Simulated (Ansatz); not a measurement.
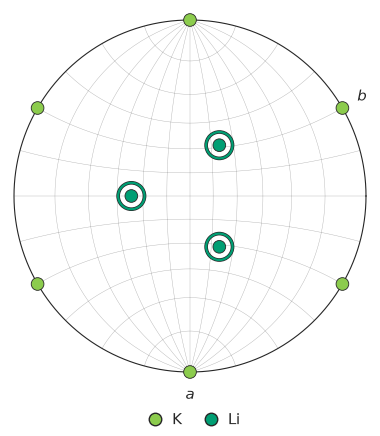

Crystal: KLi, the geometry relaxed with DFT PBEsol, scalar-relativistic, plane waves, PAW (Ansatz 0.2.0); the starting structure was generated, so it need not be a known form of this composition. Directions from one potassium atom at (1/3, 2/3, 1/2) to its bonded neighbours, in stereographic projection down c (filled: above the plane of the page or in it, open: below). Geometry calculated from the standardised cell; symmetry tolerance 0.002 Å.

Neighbours are counted up to 4.46 Å for K, 4.04 Å for Li.

```yaml
crystal:
  lattice:
    - [4.04570, 0.00000, 0.00000]
    - [-2.02285, 3.50367, 0.00000]
    - [0.00000, 0.00000, 6.22993]
  atoms:
    - { symbol: K, position: [0.33333, 0.66667, 0.50000] }
    - { symbol: Li, position: [0.00000, 0.00000, 0.00000] }
```

How many neighbours are there, and at what angles?

12: 6 Li at 3.89 Å, 6 K at 4.05 Å. Angles between bonds: 59° (12×), 60° (6×), 63° (6×), 90° (12×), 106° (3×), 120° (6×), 121° (12×), 145° (6×), 180° (3×).

What is the site's symmetry in the crystal?

Point group -6m2 (D3h), order 12: one −6 axis, three twofold axes, four mirror planes. In P-6m2, No. 187 this is Wyckoff position 1d.
